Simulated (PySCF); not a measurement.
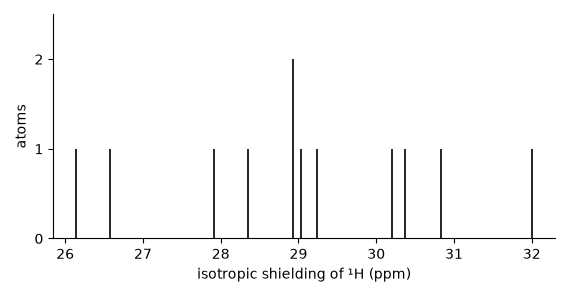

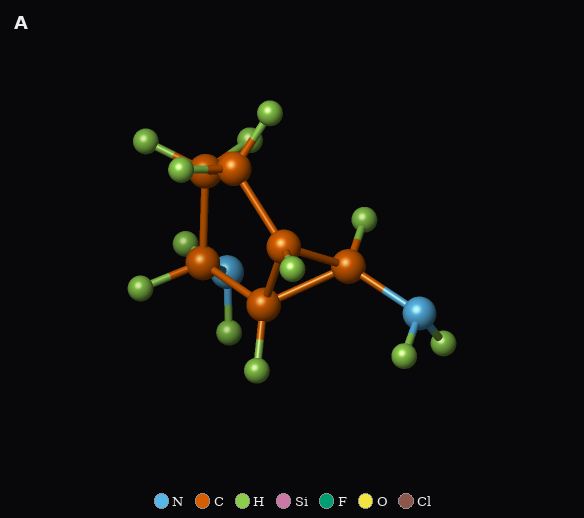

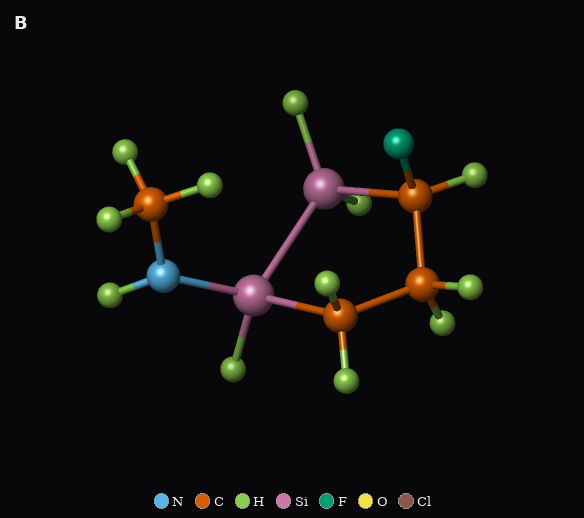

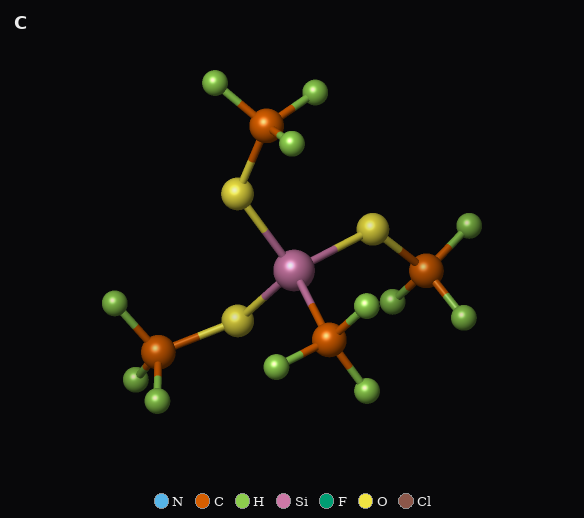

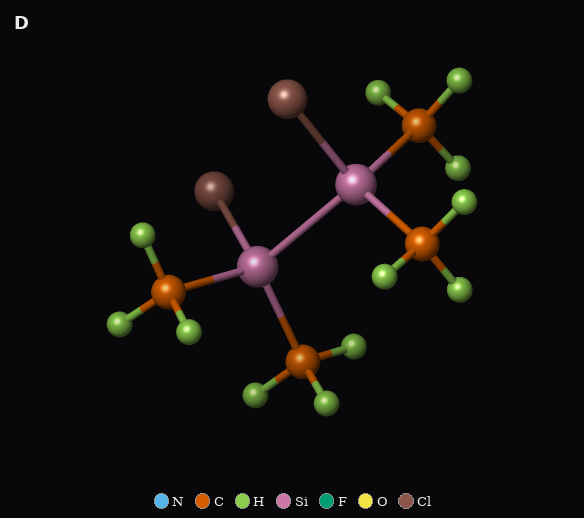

The sticks are computed shieldings of one of the molecules, for one fixed geometry (GFN2-xTB) without averaging over rotations. Low shielding means a high chemical shift. Method: GIAO PBE0/pcSseg-1 NMR shielding, non-relativistic, gas phase (PySCF 2.14.0).

> Match the spectrum to a structure.

B, `CN[Si@@H]1CC[C@H](F)[SiH2]1`. Its 12 H atoms give lines at 26.14, 26.58, 27.91, 28.35, 28.93 (2 atoms), 29.03, 29.24, 30.21, 30.37, 30.83, 32.00 ppm.

The geometry is semi-empirical. Around Si such bond lengths and angles can be off by a tenth of an ångström or more and by several degrees, and values that hang on the shape move with them.
